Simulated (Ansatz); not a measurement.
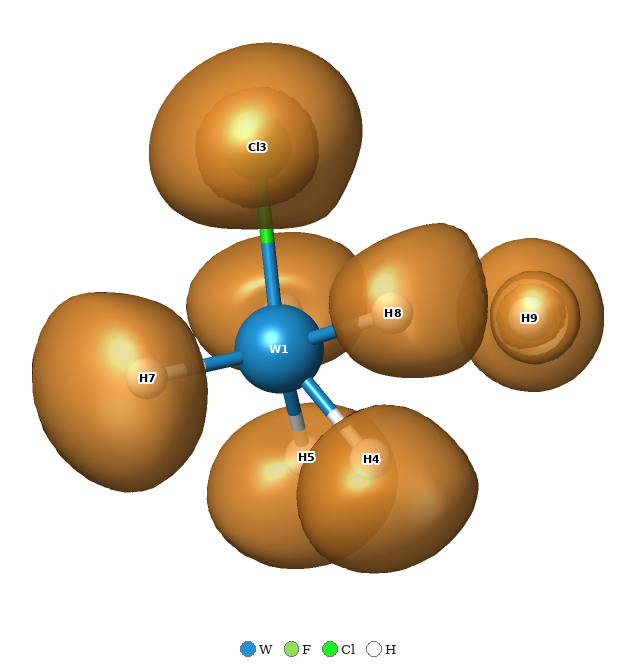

The picture shows: ClH₅W···HF. Isosurface of the ELF at 0.75 (orange), seen across its widest extent. Core shells and regions of very low density are left out.

Core potentials replace the inner electrons of W; not at a stationary point (largest force 0.5 eV/Å).

The calculation used RKS r2SCAN/def2-SVP in Ansatz.

Input file:

```
crystal:
  periodic: [false, false, false]
  atoms:
    - { symbol: W, position_ang: [0.0, 0.0, 0.0] }
    - { symbol: F, position_ang: [0.0, 0.0, 2.2] }
    - { symbol: Cl, position_ang: [2.39, 0.0, 0.0] }
    - { symbol: H, position_ang: [0.0, 1.72, 0.0] }
    - { symbol: H, position_ang: [-1.72, 0.0, 0.0] }
    - { symbol: H, position_ang: [0.0, -1.72, 0.0] }
    - { symbol: H, position_ang: [0.0, 0.0, -1.72] }
    - { symbol: H, position_ang: [1.3275, 1.3829, 0.637] }
    - { symbol: H, position_ang: [0.9769, 1.0177, 1.6302] }
basis:
  gaussian: { orbitals: def2-SVP }
hamiltonian:
  xc: r2scan
relax:
  f_tol: 0.15
  max_steps: 25
  restrain:
    - { distance: [0, 7], at: 1.72, k: 30.0 }
    - { distance: [8, 1], at: 0.92, k: 30.0 }
    - { distance: [0, 1], at: 3.05, k: 30.0 }
    - { distance: [8, 7], at: 1.86, k: 30.0 }
output:
  orbitals: {}
```

Run with:

```sh
ansatz run input.yaml --threads 2 --pin off --max-ram 3072MiB --backend cpu --events-out ev --progress --plain --runs-dir out
```

The fields are those of the run's last geometry, not of the input's.

**What do the ELF domains correspond to?**

The ELF exceeds this value in five regions around hydrogen nuclei, one region wrapped around Cl (its valence shell) and one joined region spread over several atoms (F, H), in which their bonds and any lone pairs are merged.

Values along the shortest contacts:
W1···F2 (3.04 Å): the ELF dips to about 0 between them. W–Cl (2.33 Å): the ELF peaks at about 0.85 in the valence shell of Cl, 0.8 Å from its nucleus, and is about 0.35 at the midpoint.
